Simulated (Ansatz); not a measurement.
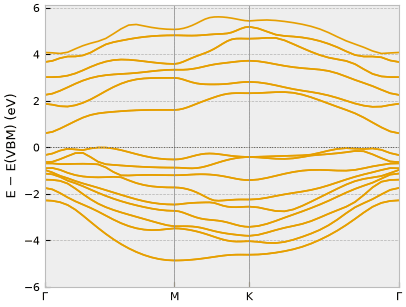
Figure. Band structure from DFT-r²SCAN+D4 with spin–orbit coupling in the program Ansatz with PAW potentials

The gap is 0.60 eV; an edge lies off the plotted path or next to a special point (maximum off the standard path, minimum at Γ).

The material is monolayer Bi2Se3 (quintuple layer, P-3m1 in the vacuum cell, 5 atoms).

A layer that has been made, often on a substrate. The cell was relaxed with r²SCAN+D4 under the symmetry of its start; whether a distortion lowers the energy is not shown.

Potentials: the later of the program's two PAW sets.
